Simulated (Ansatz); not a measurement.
# BNH2F (SMILES N[B]F) at USVWN5/STO-3G

Aim: the vertical ionisation energy of BNH2F at USVWN5/STO-3G, from 2 runs. 

The results are computed with Ansatz 0.2.0.

78 further runs of the same task are left out: 78 set aside as unsound or not needed.

### 1 The molecule

The species is BNH2F (5 atoms), meant as a doublet with charge 0. As SMILES, `N[B]F`. The shape is that of a PBE0-D4/def2-TZVP optimisation. This is one conformer, not always the lowest.

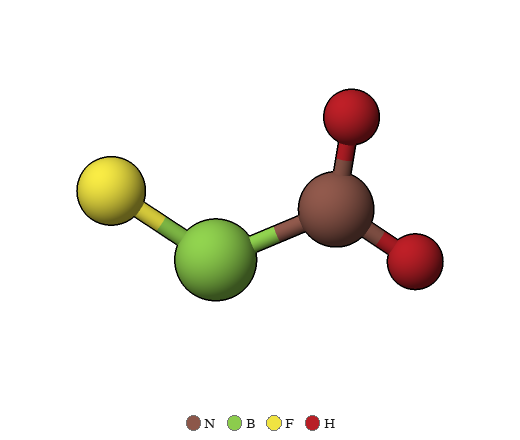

The structure, seen from a chosen angle (nitrogen brown, boron green, fluorine yellow, hydrogen red).

### 2 A single-point energy at USVWN5/STO-3G

job.yaml reads:

```yaml
crystal:
  periodic: [false, false, false]
  atoms:
    - {symbol: "N", position_ang: [-0.315200, 0.284600, -0.298300]}
    - {symbol: B, position_ang: [0.256800, -0.904700, 0.119300]}
    - {symbol: F, position_ang: [1.186500, -0.957100, 1.060600]}
    - {symbol: H, position_ang: [-1.019600, 0.322000, -1.012000]}
    - {symbol: H, position_ang: [-0.058500, 1.181700, 0.088900]}
basis:
  gaussian:
    orbitals: STO-3G
magnetization:
  spin_polarized: true
  initial_magnetization: 1
hamiltonian:
  xc: {name: SVWN5}
accuracy: high
```

The run is started by

```bash
$ ansatz run job.yaml --threads 1 --pin off --max-ram 2610MiB --events-out events.jsonl --progress --plain --runs-dir runs
```

Log:

```text
Warning: RAYON_NUM_THREADS=1 ignored (pool sized by the plan → 1); use --threads N
Functional definition: SVWN5
  name "SVWN5"
  exchange = slater_x
  correlation = vwn5_c
295 factors; integrals over basis functions are off by at most 4.6e-8 eV
mean field evaluation 1: about -4808.9353 eV, gradient 1.2e1 eV
mean field evaluation 2: about -4807.2098 eV, gradient 2.1e1 eV
mean field evaluation 4: about -4809.8182 eV, gradient 1.1e0 eV
mean field evaluation 8: about -4809.7714 eV, gradient 4.8e-3 eV
mean field evaluation 16: about -4809.7713 eV, gradient 3.4e-8 eV
mean field -4809.77134935 eV, -176.7558369084 hartree, gradient 4.3e-8 eV, S^2 0.752385; 0 other end points of the search recorded, 0 dependent functions left out
reference -4809.77135100 eV, -176.7558369693 hartree; 12, 11 occupied and 5, 6 virtual orbitals, 295 factors
Total energy: -4809.77135100 eV, -176.7558369693 hartree
```

It took 0.73 s on 1 thread of Arm Neoverse V2, shared host; peak memory 0.1 GiB.

### 3 The singlet cation

input.yaml reads:

```yaml
crystal:
  periodic: [false, false, false]
  atoms:
    - {symbol: "N", position_ang: [-0.315200, 0.284600, -0.298300]}
    - {symbol: B, position_ang: [0.256800, -0.904700, 0.119300]}
    - {symbol: F, position_ang: [1.186500, -0.957100, 1.060600]}
    - {symbol: H, position_ang: [-1.019600, 0.322000, -1.012000]}
    - {symbol: H, position_ang: [-0.058500, 1.181700, 0.088900]}
basis:
  gaussian: {orbitals: STO-3G}
total_charge: 1
hamiltonian: {xc: {name: SVWN5}}
accuracy: high
```

The run is started by

```bash
$ ansatz run input.yaml --threads 1 --pin off --max-ram 2610MiB --events-out events.jsonl --progress --plain --runs-dir runs
```

Log:

```text
Warning: RAYON_NUM_THREADS=1 ignored (pool sized by the plan → 1); use --threads N
[... 4 set-up lines as earlier in the session ...]
295 factors; integrals over basis functions are off by at most 4.6e-8 eV
mean field evaluation 1: about -4799.0131 eV, gradient 4.0e1 eV
mean field evaluation 2: about -4752.7840 eV, gradient 1.1e2 eV
mean field evaluation 4: about -4804.1393 eV, gradient 1.0e1 eV
mean field evaluation 8: about -4804.3529 eV, gradient 1.9e-1 eV
mean field evaluation 16: about -4804.3531 eV, gradient 2.6e-6 eV
mean field -4804.35306422 eV, -176.5567186026 hartree, gradient 2.2e-8 eV, S^2 0.000000; 0 other end points of the search recorded, 0 dependent functions left out
reference -4804.35306583 eV, -176.5567186619 hartree; 11, 11 occupied and 6, 6 virtual orbitals, 295 factors
Total energy: -4804.35306583 eV, -176.5567186619 hartree
```

It took 0.5 s on 1 thread of Arm Neoverse V2, shared host.

### 4 What came out

At USVWN5/STO-3G:

```
                                          quantity          value
                       doublet BNH2F: total energy  -176.75584 Eh
                               doublet BNH2F: ⟨S²⟩          0.752
                      singlet cation: total energy  -176.55672 Eh
vertical ionisation energy (to the singlet cation)       5.418 eV
```

In words: The vertical ionisation energy comes to 5.42 eV (523 kJ/mol). Only the singlet of the ionised species was computed; a triplet could lie lower. In a minimal basis such a difference can be off by several eV, whatever the method.
